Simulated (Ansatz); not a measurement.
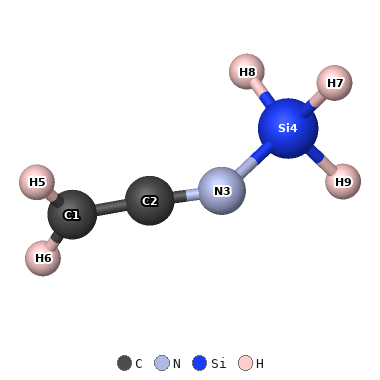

The system is C₂H₅NSi (SMILES C=C=N[SiH3]) with the probe H; the picture shows it without the atoms that are moved over the map. The probe is moved over the plane through the molecule's long axis and the normal of its main plane. First axis: x of the probe's H atom. Second axis: z of the probe's H atom. Nothing is relaxed (molecule and probe rigid). The scan uses a 17 × 11 grid. At 20 points there is no value (left out of the scan, as a rule where atoms come close). Energies: kJ/mol, counted from molecule and probe far apart, each relaxed in its own basis (no counterpoise correction). Energies and slopes of some neighbouring points disagree (a jump in structure or state, or too coarse a mesh). All numbers below come from UKS PBE-D4/def2-SVP (Ansatz 0.2.0).

Range: x of the probe's H atom from −5.76 to 5.76 Å; z of the probe's H atom from −3.60 to 3.60 Å.

Q: Predict the map.

A: The lowest grid point is at x of the probe's H atom = 0.72 Å, z of the probe's H atom = 3.60 Å [nearest 1 H at 3.18 Å], −2.1 kJ/mol from molecule and probe far apart, each relaxed in its own basis (no counterpoise correction). It lies on the edge of the grid, but the force there points inwards, so the minimum lies inside the range. The highest grid point, x of the probe's H atom = −1.44 Å, z of the probe's H atom = −0.72 Å [nearest 1 C at 0.91 Å], lies 418 kJ/mol above the lowest.

```tsv
z of the probe's H atom ↓, x of the probe's H atom →	−5.04	−3.60	−2.16	−0.72	0.72	2.16	3.60	5.04
3.60	−1	−1	−1	−2	−2	−1	−1	−1
2.88	−1	−1	2	−1	−2	5	2	−1
2.16	−1	4	29	13	12	29	8	0
1.44	−1	23	248	43	67	218	61	1
0.72	−1	58	–	–	254	–	83	1
0.00	0	77	–	–	–	–	81	0
−0.72	−1	58	–	–	254	–	82	1
−1.44	−1	23	248	43	67	228	61	0
−2.16	−1	4	29	13	12	29	8	0
−2.88	−1	−1	2	−1	−2	5	2	−1
−3.60	−1	−1	−1	−2	−2	−1	−1	−1
```

The table holds every second grid line.

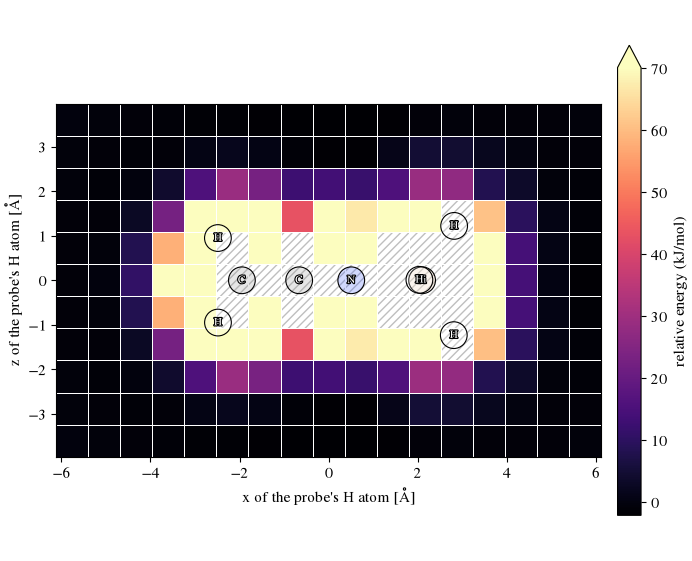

The picture shows one coloured cell a grid point, labelled circles for the molecule's atoms, projected on the plane, one colour for all values above the top of the scale, hatched blanks where no value was computed.

Each point was launched as `ansatz run input.yaml --threads 1 --pin off --max-ram 2560MiB --backend cpu --events-out ev --progress --plain --runs-dir out`. Time for the 167 points that were run: 12 min on 1 thread of Arm Neoverse V1 (shared host).
